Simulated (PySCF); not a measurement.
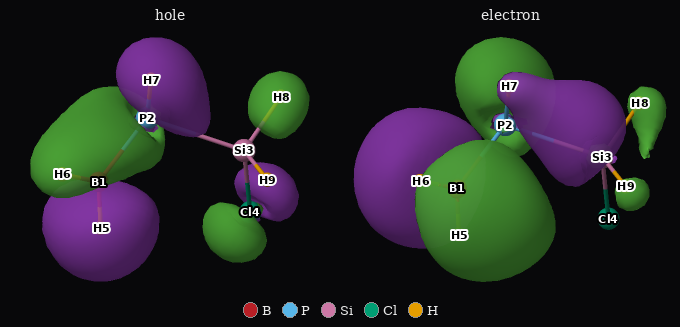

BClH₅PSi, SMILES `BP[SiH2]Cl`. Leading natural transition orbital pair of S₃ (full linear response singlet states); the surfaces enclose about 85 % of each orbital's density.

Level of theory: PBE0/def2-SVPD (PySCF), at a geometry from GFN2-xTB. No frequency check shows the geometry to be a minimum. GFN2-xTB bond lengths at metals and heavier atoms can be off by up to 0.1 Å and shapes distorted, which carries into these values.

Input

```python
import numpy as np
from pyscf import gto, scf, dft, tdscf
from pyscf.scf import atom_ks, atom_hf
from scipy.linalg import block_diag

def solve(mol, dm0=None, hcore=None):
    mf = (dft.UKS if mol.spin else dft.RKS)(mol, xc='pbe0')
    mf.grids.level = 3
    mf = mf.density_fit(auxbasis='def2-universal-jkfit')
    mf.conv_tol, mf.max_cycle = 1e-8, 80
    if hcore is not None:
        mf.get_hcore = lambda *args: hcore
    mf.kernel(dm0)
    if not mf.converged:
        mf = mf.newton().run(mf.mo_coeff, mf.mo_occ, max_cycle=30)
    assert mf.converged, 'SCF not converged'
    return mf

mol = gto.M(atom='''
B     -2.08825    -1.20055     0.45634
P     -1.48561     0.26258    -0.46099
Si     0.51796     0.82952     0.33030
Cl     1.81260    -0.62117    -0.16591
H     -1.40601    -2.14975     0.49900
H     -3.17993    -1.23137     0.87104
H     -2.23440     1.31387     0.02494
H      0.89258     2.06785    -0.34885
H      0.58758     1.01005     1.78313
''', basis='def2-svpd', charge=0, spin=0, verbose=4)
mf = solve(mol)
td = mf.TDDFT()
td.nstates, td.singlet, td.conv_tol = 4, True, 1e-5
td.kernel()
td.analyze()
x, y = np.array([p[0] for p in td.xy]), np.array([p[1] + 0 * p[0] for p in td.xy])
f, mu = td.oscillator_strength(), td.transition_dipole()
nto = [td.get_nto(state=i + 1, verbose=4) for i in range(len(td.e))]
# spherically averaged free atoms, for the promolecule
atm = atom_ks.get_atm_nrks(mol, xc='pbe0')
pro = block_diag(*[(atm[a[0]][2] * atm[a[0]][3]) @ atm[a[0]][2].T for a in mol._atom])
np.savez('result.npz', e=td.e, f=f, ok=td.converged, w=[n[0] for n in nto], nto=[n[1] for n in nto], x=x, y=y, c=mf.mo_coeff, occ=mf.mo_occ, eps=mf.mo_energy, pro=pro, mu=mu)
```

Run with:

```sh
OMP_NUM_THREADS=1 python input.py
```

The run took 5.2 min on 1 thread of Intel(R) Xeon(R) Platinum 8488C (Sapphire Rapids), on a shared host, peak memory 0.8 GiB.

Question: Give its energy and the atoms that hole and electron lie on.

Answer: 6.02 eV (206 nm), f = 0.008; the leading pair carries 95 %; hole on B1 (31 %), H5 (24 %) and P2 (22 %), electron on B1 (50 %), P2 (20 %) and Si3 (10 %); their centroids lie 0.3 Å apart. In canonical orbitals it is mainly HOMO−3 → LUMO (75 %). The HOMO–LUMO gap is 5.70 eV.
